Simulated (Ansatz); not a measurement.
**What Y (model cell, started as body-centred cubic) distorts into**

Aim: this structure of Y (model cell, started as body-centred cubic) is to be tested for unstable modes, and one is followed downhill.

Program: Ansatz 0.2.0. Level of theory: DFT LDA, scalar-relativistic, plane waves, PAW; PAW set soft_1. Results are calculated unless marked as measured.

This is not the structure that Y takes at ambient pressure and room temperature (hexagonal, No. 194); it is a model or a phase of other conditions.

**1. Set-up**

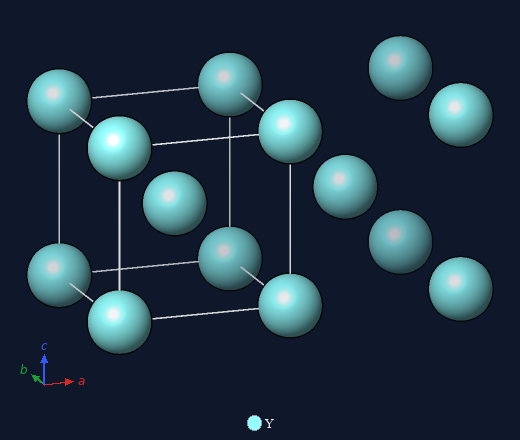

Start, viewed slightly off an axis; yttrium teal. 2×1×1 cells are drawn. This picture shows the conventional cell, with its axes. Some periodic images of atoms are drawn too.

As a file:

```cif
data_structure
_symmetry_space_group_name_H-M 'Im-3m'
_symmetry_Int_Tables_number 229
_cell_length_a 3.9097
_cell_length_b 3.9097
_cell_length_c 3.9097
_cell_angle_alpha 90.000
_cell_angle_beta 90.000
_cell_angle_gamma 90.000
_cell_volume 59.76
loop_
_atom_site_label
_atom_site_type_symbol
_atom_site_symmetry_multiplicity
_atom_site_Wyckoff_symbol
_atom_site_fract_x
_atom_site_fract_y
_atom_site_fract_z
_atom_site_occupancy
Y1 Y 2 a 0.00000 0.00000 0.00000 1
```

**2. Response at finite wavevector**

The cell comes from relaxations at this level that are not shown. Stability and thermal properties need the whole zone. Linear response on a 4×4×4 q mesh gives force constants as far as a supercell of that size would.

File input.yaml:

```yaml
crystal:
  lattice:
    - [-1.9548669328, 1.9548669328, 1.9548669328]
    - [1.9548669328, -1.9548669328, 1.9548669328]
    - [1.9548669328, 1.9548669328, -1.9548669328]
  atoms:
    - { symbol: "Y", position: [0.0, 0.0, 0.0] }
kpoints:
  mp_grid: { grid: [16, 16, 16] }
hamiltonian:
  xc: lda
  pseudopotentials: { kind: paw, azcp: { folder: soft_1 }, xc_functional: pbe }
scf:
  occupations: { method: methfessel_paxton, width: 0.2 }
output:
  eigenvalues: true
phonons:
  method: dfpt
  qmesh: [4, 4, 4]
  temperatures: { t_max: 1000, t_step: 50 }
  qpath:
    path:
      - [[0.0, 0.0, 0.0], [0.5, -0.5, 0.5], [0.0, 0.0, 0.5], [0.0, 0.0, 0.0], [0.25, 0.25, 0.25], [0.5, -0.5, 0.5]]
      - [[0.25, 0.25, 0.25], [0.0, 0.0, 0.5]]
    npoints: 10
```

Command:

```console
> ansatz run input.yaml --threads 8 --pin off --max-ram 16384MiB --backend cpu --events-out ev --progress --plain --runs-dir out
```

Numbers of over 12 decimals in the logs are rounded to 6 here.

Output:

```text
Engine: ansatz 0.2.0, x86_64-unknown-linux-gnu
Pseudopotentials: kind: paw
Pseudopotential: Y, paw, valence charge 11, recommended cutoff 420 eV (normal), soft_1/Y.paw.azcp
Functional definition: SPW92
  exchange = slater_x
  correlation = pw_c
Crystal: 1 atoms, lattice volume = 29.882 Å³
Basis set: ecut = 420 eV, 603 PW (Γ), exchange–correlation on 48×48×48 points (8 copies of the dense FFT grid, shifted against one another)
Bands: 10, of which v1, the nominal top of the filled ones, is band 6 counted from 1 (5 counted from 0)
Symmetry: 48 space group operations
k-points: 145 of 4096
Non-local potential: Y, projectors of the file, l = 0: 3, l = 1: 2, l = 2: 2, l = 3: 1
PAW form: soft (Blöchl's): semilocal exchange-correlation on the pseudo side does not see the compensation charge
PAW frozen core: Y, regenerated for the run's functional, and the local potential with it (the file was generated under x = pbe(κ = 0.804, μ = 0.219515), c = pbe(β = 0.066725))
PAW one-centre angular grid: Y, 590 points (default); XC on 64 Gauss nodes
Initial density: superposition of atomic densities (chi_scale 0.1, normalization cell)
Initial wavefunctions: pseudopotential atomic-orbital guess
Functional: x = slater, c = lda
SCF iter   1: F=—  HF=-3745.472642 eV  |F-HF|=—  |Δ(HF+E_count)|=         —  Δρ=1.33e-2  dr2=7.89e-2  ethr=3.10e-3  ⟨swp⟩=4.9  Hψ=8152  notcnv=0
preconditioner: auto → Kerker (q_TF=auto, 2.310 Å⁻¹)  [metal: Δε(μ)=0.022 eV  Ē_g=4.710 eV  σ=0.200 eV  W_gap=0.09  n_scr=12 (ndim 8)  ℏωp=11.8 eV  f_vac=0.000  D(μ)=2.51/eV (n_scr^D=18)]
SCF iter   2: F=—  HF=-3745.455353 eV  |F-HF|=—  |Δ(HF+E_count)|=   1.73e-2  S|Δr|=    0.00e0  Δρ=8.39e-3  dr2=3.17e-2  ethr=7.18e-4  ⟨swp⟩=1.0  Hψ=2610  notcnv=0
SCF iter   3: F=—  HF=-3745.444501 eV  |F-HF|=—  |Δ(HF+E_count)|=   1.09e-2  S|Δr|=    0.00e0  Δρ=1.01e-3  dr2=2.59e-4  ethr=2.88e-4  ⟨swp⟩=2.6  Hψ=2160  notcnv=0
SCF iter   4: F=—  HF=-3745.444504 eV  |F-HF|=—  |Δ(HF+E_count)|=   2.50e-6  S|Δr|=    0.00e0  Δρ=1.75e-4  dr2=5.65e-6  ethr=2.36e-6  ⟨swp⟩=1.6  Hψ=1632  notcnv=0
SCF iter   5: F=—  HF=-3745.444504 eV  |F-HF|=—  |Δ(HF+E_count)|=   3.42e-7  S|Δr|=    0.00e0  Δρ=2.85e-5  dr2=1.11e-7  ethr=5.14e-8  ⟨swp⟩=2.1  Hψ=2255  notcnv=0
SCF iter   6: F=—  HF=-3745.444504 eV  |F-HF|=—  |Δ(HF+E_count)|=   1.12e-8  S|Δr|=    0.00e0  Δρ=2.50e-6  dr2=7.58e-10  ethr=1.01e-9  ⟨swp⟩=1.8  Hψ=1750  notcnv=0
SCF iter   7: F=—  HF=-3745.444504 eV  |F-HF|=—  |Δ(HF+E_count)|=  6.17e-10  S|Δr|=    0.00e0  Δρ=5.34e-7  dr2=5.08e-11  ethr=6.89e-12  ⟨swp⟩=2.2  Hψ=1953  notcnv=0
SCF iter   8: F=-3745.444504 eV  HF=-3745.444504 eV  |F-HF|=1.36e-12  |Δ(HF+E_count)|=  1.68e-11  S|Δr|=    0.00e0  Δρ=6.12e-8  dr2=5.43e-13  ethr=1.00e-12  ⟨swp⟩=5.4  Hψ=5095  notcnv=0
the search or the solves at the SCF's close seem to have found levels that the self-consistency loop had missed (the run counts 1). By its estimate they hold under 1e-12 electrons; where the run keeps them, the occupations were computed again with them
SCF 1 converged in 8 iterations: F = -3745.444504 eV  dr2 = 5.43e-13
  greatest PAW one-centre occupation: 0.992 electrons in one spin orbital (limit 2), on the Y atom at site 0 (counted from 0), in its partial waves of l = 0
NSCF: frozen V_eff on 145 k-points
NSCF: frozen V_eff on 349 k-points
DFPT response loops at q = (0, 0, 0) (fractional): preconditioner auto → Kerker (q_TF=auto, 2.310 Å⁻¹) (partly filled bands, converged f_vac=0.000); β = 1.00, the filter's whole step (`scf.mixing.beta` (0.50) is not read by the response loops under this deck's `scf.mixing.preconditioner`; to damp them name `kerker` or `kerker_dos`, under which they read `scf.mixing.beta`, and type it under 1.00, their step now; both keys bind the ground state too); Broyden in place of MSR1
NSCF: frozen V_eff on 4352 k-points
DFPT response loops at q = (0, 0, 0.25) (fractional): mixed as the last ones told, above
NSCF: frozen V_eff on 2196 k-points
DFPT response loops at q = (0, 0, -0.5) (fractional): mixed as the last ones told, above
NSCF: frozen V_eff on 8192 k-points
DFPT response loops at q = (0, 0.25, 0.25) (fractional): mixed as the last ones told, above
NSCF: frozen V_eff on 1178 k-points
DFPT response loops at q = (0.25, 0.25, 0.25) (fractional): mixed as the last ones told, above
NSCF: frozen V_eff on 2320 k-points
DFPT response loops at q = (0.25, 0.25, -0.25) (fractional): mixed as the last ones told, above
NSCF: frozen V_eff on 4352 k-points
DFPT response loops at q = (0.25, -0.5, -0.5) (fractional): mixed as the last ones told, above
NSCF: frozen V_eff on 698 k-points
DFPT response loops at q = (-0.5, -0.5, -0.5) (fractional): mixed as the last ones told, above
SCF converged after 8 iterations
Stability not checked: this state was not tested for a lower state beside it, because cold or Methfessel-Paxton smearing, or corrected tetrahedra, fill the levels in a way that the test cannot read (fill_not_monotonic; see scf.lower_state_search)
Free energy (F): -3745.444504 eV
Harris-Foulkes:  -3745.444504 eV  (|F-HF|=1.36e-12)
Internal energy: -3745.441793 eV  (E = F + TS)
E sigma→0 (E₀):  -3745.443826 eV
Entropy (-TS):   -0.002711 eV (-2.711 meV/atom)
Fermi energy:    10.366666 eV
--- Per-component energies (eV) ---
  E_band       = -109.664880
  E_kinetic    = 317.205133
  E_local      = -571.235953  (includes V_loc(G=0)·N_el)
  E_nonlocal   = 31.099520
  E_hartree    = 180.036955
  E_xc         = -177.109322
  E_vxc        = -205.151169  (∫ρ·V_xc dr)
  E_paw        = -2714.862891  (= ΣΔE_a)
  E_vpaw       = -41.656344  (= ΣTr[D̂ρ^β])
  E_aug_tail   = 0.000022  (compensation charges beyond the density's cutoff)
  E_ewald      = -810.904843
  E_core_change = 0.329585  (= ΣΔE_core)
  E_smearing   = -0.002711  (= −TS)
  E_closure    = -0.000000  (closes the sum)
  Σ components = -3745.444504   (vs F -3745.444504, Δ=0.00e0)
--- Band table (eV; the first three rows and the last of 145) ---
  k-point 0: bands = ["-32.1116", "-11.7718", "-11.7718", "-11.7718", "5.4576", "12.0649", "12.0649", "12.0649", "14.2320", "14.2320"]
  k-point 1: bands = ["-32.1077", "-11.8030", "-11.7813", "-11.7720", "5.5711", "11.9800", "12.0295", "12.1759", "14.0930", "14.2281"]
  k-point 2: bands = ["-32.0966", "-11.8907", "-11.8081", "-11.7726", "5.8987", "11.7532", "11.8804", "12.5050", "13.8436", "14.2274"]
  k-point 144: bands = ["-31.9339", "-12.2956", "-12.2956", "-12.2956", "8.6650", "8.6650", "16.1657", "16.1657", "16.1657", "16.4116"]
--- Phonons (Γ-DFPT): 1 representative perturbation + reference (Σ response iterations 3) ---
  ASR residual: 1.759e-6 → 0.000e0 eV/Å²; symmetrization residual: 6.442e-13 eV/Å²
  ASR residual per site (eV/Å²): 1.76e-6
  Γ frequencies (cm⁻¹): 0.00 0.00 0.00
--- Phonons (arbitrary-q DFPT): 8 irreducible q on the 4×4×4 mesh ---
  q = [0.0000, 0.0000, 0.0000] (star 1, of the zone-centre solve; hermiticity 1.51e-8, symmetrization 3.66e-7): -0.00 -0.00 0.00
  q = [0.0000, 0.0000, 0.2500] (star 12, 2 solved perturbations in 3336 linear systems a pass and spin channel, the states on 2176 of 4096 k-point pairs; hermiticity 7.05e-14, symmetrization 4.46e-13): -61.49 57.50 89.04
  q = [0.0000, 0.0000, -0.5000] (star 6, 2 solved perturbations in 1719 linear systems a pass and spin channel, the states on 1098 of 4096 k-point pairs; hermiticity 3.27e-8, symmetrization 1.76e-8): -79.51 76.51 125.25
  q = [0.0000, 0.2500, 0.2500] (star 24, 2 solved perturbations in 6272 linear systems a pass and spin channel, the states on 4096 of 4096 k-point pairs; hermiticity 4.36e-6, symmetrization 2.20e-13): -71.27 86.27 123.36
  q = [0.2500, 0.2500, 0.2500] (star 2, 1 solved perturbation on 589 of 4096 k-point pairs; hermiticity 1.31e-13, symmetrization 1.60e-13): 92.75 92.75 92.75
  q = [0.2500, 0.2500, -0.2500] (star 6, 2 solved perturbations in 1808 linear systems a pass and spin channel, the states on 1160 of 4096 k-point pairs; hermiticity 2.52e-13, symmetrization 3.07e-13): 53.10 73.98 73.98
  q = [0.2500, -0.5000, -0.5000] (star 12, 2 solved perturbations in 3336 linear systems a pass and spin channel, the states on 2176 of 4096 k-point pairs; hermiticity 4.29e-8, symmetrization 2.17e-8): 61.74 103.44 138.37
  q = [-0.5000, -0.5000, -0.5000] (star 1, 1 solved perturbation on 349 of 4096 k-point pairs; hermiticity 1.39e-8, symmetrization 6.97e-9): 138.04 138.04 138.04
  sum rule: each row above includes the acoustic sum rule's correction from the zone centre's row sums; it moved no ω² by more than (0.07 cm⁻¹)²
  mesh force constants: q→R imaginary residual 0.00e0; ASR residual 1.759e-6 → 0.000e0 eV/Å²; symmetrization residual 8.882e-16 eV/Å²
  interpolated dispersion: 62 rows × 3 modes
  density of states and harmonic sums: on the 24×24×24 q-mesh, interpolated from the force constants of a 4×4×4 supercell (no non-analytic term)
  largest difference from the sums on the solved wave vectors: F 1.76e-2 eV, S 2.76e-5 and C_V 9.95e-6 eV/K
  zero-point energy: 0.012865 eV/cell   skipped modes (ω ≤ 0): 322, of them read as no rigid motion or as one in doubt: 319 (8.184e-1 modes/cell left out, lowest -79.51 cm⁻¹)   left out of the sums: 2.73e-1 of the cell's modes: C_V's classical limit lies that fraction below 3 k_B per atom; for a crystal, a wire or a layer, F and S can be off by more, and a phonons.interpolated_qmesh denser along its periods is the remedy for the sampling
```

The job ended after 75 s (8 threads of Intel Xeon at 2.70GHz, shared host; peak memory 2.6 GiB; 7.4 min of CPU time).

In the SCF lines HF is the Harris–Foulkes energy and dr2 the Hartree energy of the density residual, in eV; the loop may stop once dr2 is under the threshold and the program's other checks hold. Hψ counts applications of the Hamiltonian.

This step gave:

* volume per atom: 29.88 Å³
* gap on the k-mesh: 0 eV
* sum-rule residual before enforcement: 1.76e-6 eV/Å²
* lowest frequency on the path: -79.51 cm⁻¹
* highest frequency on the path or at a solved wavevector: 140.6 cm⁻¹
* lowest mode on the q mesh (acoustic modes at Γ apart): -79.51 cm⁻¹

Frequencies (cm⁻¹) solved at each irreducible wavevector; negative means imaginary. Frequencies by wavevector, by row:

```tsv
q in reciprocal lattice units	star	mode 1	mode 2	mode 3
0 0 0	1	0	0	0
0 0 0.25	12	-61.5	57.5	89
0 0 -0.5	6	-79.5	76.5	125.2
0 0.25 0.25	24	-71.3	86.3	123.4
0.25 0.25 0.25	2	92.8	92.8	92.8
0.25 0.25 -0.25	6	53.1	74	74
0.25 -0.5 -0.5	12	61.7	103.4	138.4
-0.5 -0.5 -0.5	1	138	138	138
```

Interpolated from a 4×4×4 q mesh. Phonon branches along the path, in cm⁻¹:

```tsv
point	branch 1	branch 2	branch 3
Γ	0	0	0
H	138	138	138
N	-80	76	125
Γ	0	0	0
P	93	93	93
H	138	138	138
jump to P	93	93	93
N	-80	76	125
```

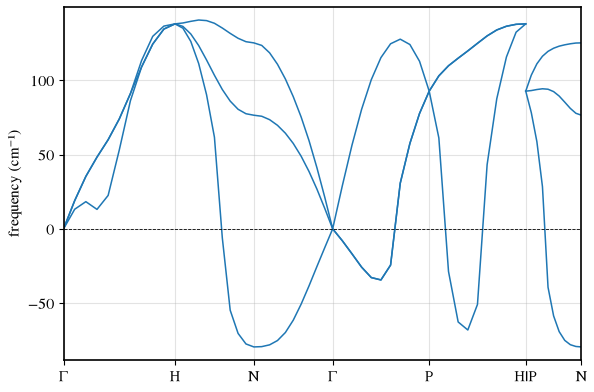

Phonon branches along the path.

Symmetry leaves 8 wavevectors to solve. The lowest mode among them, the acoustic zeros apart, lies at q = (0, 0, -0.5) and is imaginary, 79.5i cm⁻¹, so the energy falls along it.

**3. The mode frozen in, largest atomic shift 0 Å**

The mode followed lies at q = (0, 0.25, 0.25) with frequency 71.3i cm⁻¹, one of the unstable modes though not the softest. At small amplitude the distorted cell has space group no. 11 by a symmetry search on the positions. The undistorted cell that holds it gives the zero of energy on the same k mesh.

System of this step: Y (model cell, started as body-centred cubic). The structure is cubic, space group Im-3m (No. 229). Conventional cell: a = 3.910 Å, b = 3.910 Å, c = 3.910 Å, α = 90.00°, β = 90.00°, γ = 90.00°. Nearest to Y lie 8 Y at 3.39 Å.

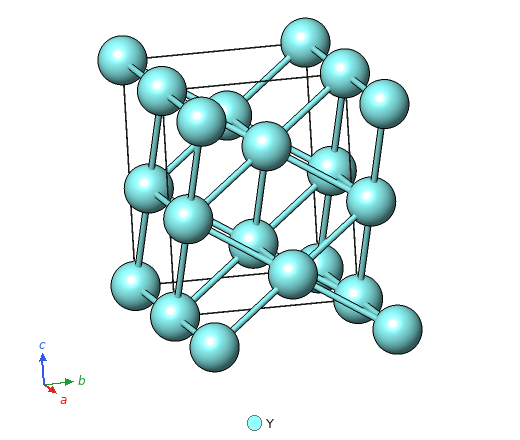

The cell of this step (yttrium teal). 2×1×1 cells are drawn. Some periodic images of atoms are drawn too.

input.yaml, the sections that differ from step 2:

```yaml
crystal:
  lattice:
    - [-1.9548669328, 1.9548669328, 1.9548669328]
    - [0.0, -3.9097338656, 3.9097338656]
    - [5.8646007984, 1.9548669328, 1.9548669328]
  atoms:
    - { symbol: "Y", position: [0.0, 0.0, 0.0] }
    - { symbol: "Y", position: [0.75, 0.5, 0.25] }
    - { symbol: "Y", position: [0.5, 0.0, 0.5] }
    - { symbol: "Y", position: [0.25, 0.5, 0.75] }
kpoints:
  mp_grid: { grid: [12, 8, 8] }
output:
  forces: true
  stress: true
  eigenvalues: true
# hamiltonian, scf: as in step 2
# phonons: removed
```

Output:

```text
[...]
Crystal: 4 atoms, lattice volume = 119.529 Å³
Basis set: ecut = 420 eV, 2353 PW (Γ)
Bands: 27, of which v1, the nominal top of the filled ones, is band 22 counted from 1 (21 counted from 0)
Symmetry: 16 space group operations
[...]
k-points: 250 of 768
[...]
k-point 0: bands = [... 18 lower, 8.9335, 8.9335, 10.1988, 10.1988, 10.4227, 10.7508, 10.7508, 11.4881, ... 6 higher]
  k-point 1: bands = [... 18 lower, 8.4431, 9.3175, 10.1435, 10.3609, 10.4292, 10.6422, 10.8214, 11.3945, ... 6 higher]
  k-point 2: bands = [... 18 lower, 8.5365, 9.5886, 10.1944, 10.4317, 10.4317, 10.6208, 10.9336, 11.1572, ... 6 higher]
  k-point 249: bands = [... 18 lower, 9.1741, 9.1741, 9.7672, 9.7672, 10.4223, 10.4223, 11.4881, 11.4881, ... 6 higher]
[key lines of the parts left out:]
SCF converged after 6 iterations
Free energy (F): -14981.777247 eV
Fermi energy:    10.367316 eV
P = ⅓ Tr σ = 0.0046 GPa (0.046 kbar)
```

Run time: 7.2 s. Hardware: 8 threads; peak memory 1 GiB.

This step gave:

| Item | Value |
| --- | --- |
| pressure | 0.004558 GPa |
| energy from the undistorted cell | 0 meV/atom |

The run ends at a pressure of 0.00 GPa.

**4. The mode frozen in, largest atomic shift 0.22 Å**

The atoms are moved along the unstable eigenvector, the largest shift by 0.22 Å, with the cell fixed.

input.yaml, the sections that differ from step 3:

```yaml
crystal:
  lattice:
    - [-1.9548669328, 1.9548669328, 1.9548669328]
    - [0.0, -3.9097338656, 3.9097338656]
    - [5.8646007984, 1.9548669328, 1.9548669328]
  atoms:
    - { symbol: "Y", position: [0.0599846945, 0.0, -0.0086818548] }
    - { symbol: "Y", position: [0.6900153055, 0.5, 0.2586818548] }
    - { symbol: "Y", position: [0.4400153055, 0.0, 0.5086818548] }
    - { symbol: "Y", position: [0.3099846945, 0.5, 0.7413181452] }
# kpoints, hamiltonian, scf, output: as in step 3
```

Output:

```text
[...]
Crystal: 4 atoms, lattice volume = 119.529 Å³
Basis set: ecut = 420 eV, 2353 PW (Γ)
Bands: 27, of which v1, the nominal top of the filled ones, is band 22 counted from 1 (21 counted from 0)
Symmetry: 4 space group operations
[...]
k-points: 250 of 768
[...]
k-point 0: bands = [... 18 lower, 8.9381, 8.9666, 10.1874, 10.1937, 10.5251, 10.6346, 10.8864, 11.4998, ... 1 higher]
  k-point 1: bands = [... 18 lower, 8.4622, 9.3038, 10.1410, 10.3465, 10.4888, 10.6961, 10.8382, 11.4071, ... 1 higher]
  k-point 2: bands = [... 18 lower, 8.5619, 9.4845, 10.1961, 10.4382, 10.5867, 10.6020, 10.9134, 11.1732, ... 1 higher]
  k-point 249: bands = [... 18 lower, 9.2520, 9.2520, 9.6956, 9.6956, 10.5189, 10.5189, 11.2410, 11.2410, ... 1 higher]
[key lines of the parts left out:]
SCF converged after 7 iterations
Free energy (F): -14981.852644 eV
Fermi energy:    10.299988 eV
P = ⅓ Tr σ = -0.1303 GPa (-1.303 kbar)
```

Elapsed: 6 s, on 8 threads; peak memory 0.9 GiB.

Numbers from this step:

```yaml
pressure: -0.1303 GPa
energy_from_the_undistorted_cell: -19.04 meV/atom
```

The energy, extrapolated to zero smearing, is -19.04 meV/atom against the undistorted cell.

The run ends at a pressure of -0.13 GPa, with forces up to 0.36 eV/Å.

**5. Energy along the mode, all amplitudes (two of the runs are shown above)**

An imaginary frequency means negative curvature, so the energy should fall and then rise again as anharmonic terms take over.

This step gave:

```
depth at the lowest point sampled  : 19.04 meV/atom
largest atomic shift at that point : 0.22 Å
```

The energy from the parent by largest atomic shift:

```tsv
largest atomic shift (Å)	energy from the parent (meV/atom)
0.000	0
0.040	-1.38
0.080	-5.02
0.140	-12.1
0.220	-19.0
0.320	-15.6
0.450	20.2
```

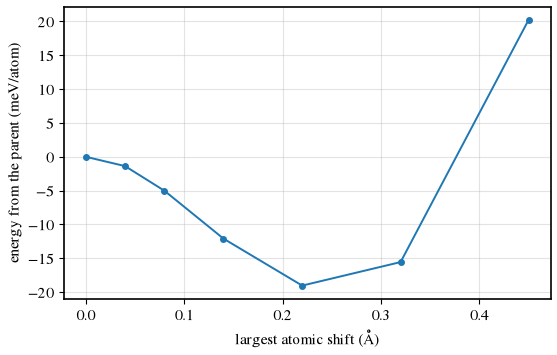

Energy from the parent against largest atomic shift.

Displacement at unit largest shift by atom:

```tsv
atom	x (Å)	y (Å)	z (Å)	size
Y1	-0.764	0.456	0.456	1.000
Y2	0.764	-0.456	-0.456	1.000
Y3	0.764	-0.456	-0.456	1.000
Y4	-0.764	0.456	0.456	1.000
```

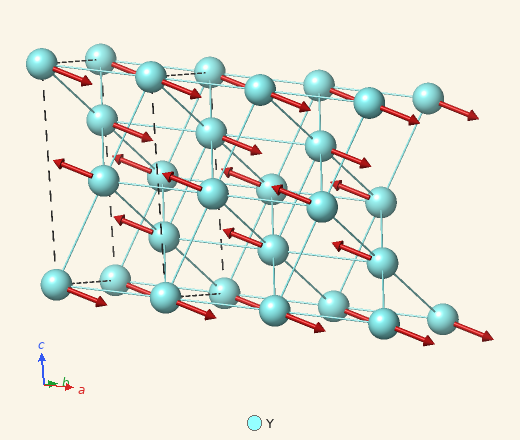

Displacement at unit largest shift as arrows, the longest 1.000 Å. 3×1×1 cells are drawn. Some periodic images of atoms are drawn too.

The lowest of the steps tried is at 0.22 Å, 19.0 meV/atom below the parent; the bottom of the well need not coincide with a step.

[end of part 1 of 2]

[Logs are printed without paths, hosts, clocks, repeated set-up lines and the standing remarks that a program may print on its own settings, such as how far it seeks lower states.]

[Hosts, paths, dates, database ids (printed as entryN), source tags and the programs' standing remarks are cut or masked in the printed files.]
